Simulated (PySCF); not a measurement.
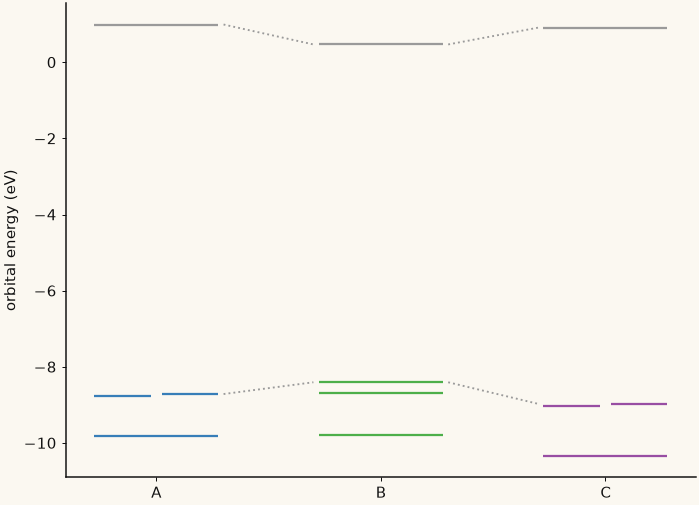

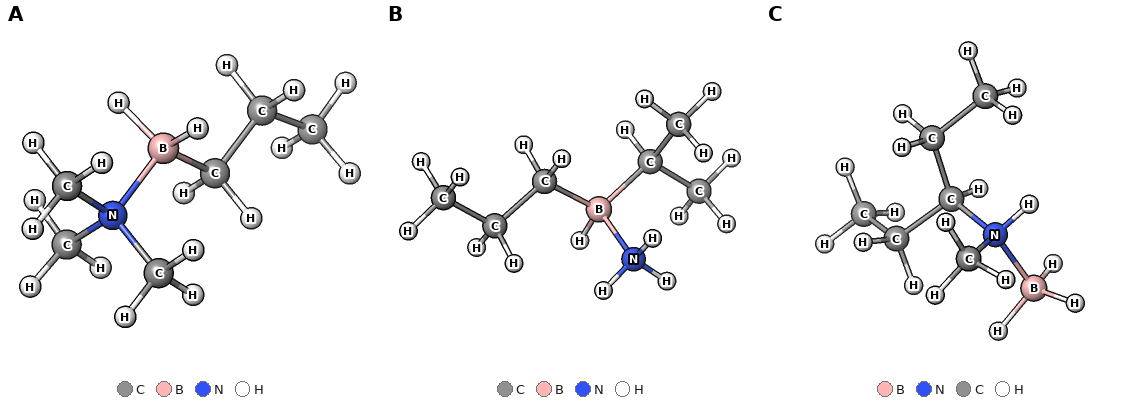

Related molecules: A is C₆H₁₈BN, SMILES CCC[BH2-][N+](C)(C)C; B is C₆H₁₈BN, SMILES CCC[B@H-]([NH3+])C(C)C; C is C₆H₁₈BN, SMILES [BH3-][N@H+](C)C(CC)CC. Frontier orbital energies, CAM-B3LYP/def2-SVPD with PySCF 2.14.0, at a PBE0-D3(BJ)/def2-SVP geometry (no frequency check); drawn are at most three filled levels and, in grey, the LUMO with any level within 0.03 eV of it; dotted lines join the HOMOs and the LUMOs.

**What does the change do to the frontier levels?**

From A to B the HOMO rises by 0.31 eV and the LUMO falls by 0.52 eV, so the separation goes from 9.71 to 8.87 eV. From A to C the HOMO falls by 0.26 eV and the LUMO falls by 0.08 eV, so the separation goes from 9.71 to 9.88 eV.

**Does the ΔSCF ionisation energy follow the HOMO?**

A: −ε(HOMO) 8.71, ΔSCF 9.34 eV; B: −ε(HOMO) 8.41, ΔSCF 8.97 eV; C: −ε(HOMO) 8.97, ΔSCF 9.93 eV.

Limits of at least one run: empty levels above zero depend strongly on the basis; one conformer of a flexible molecule.
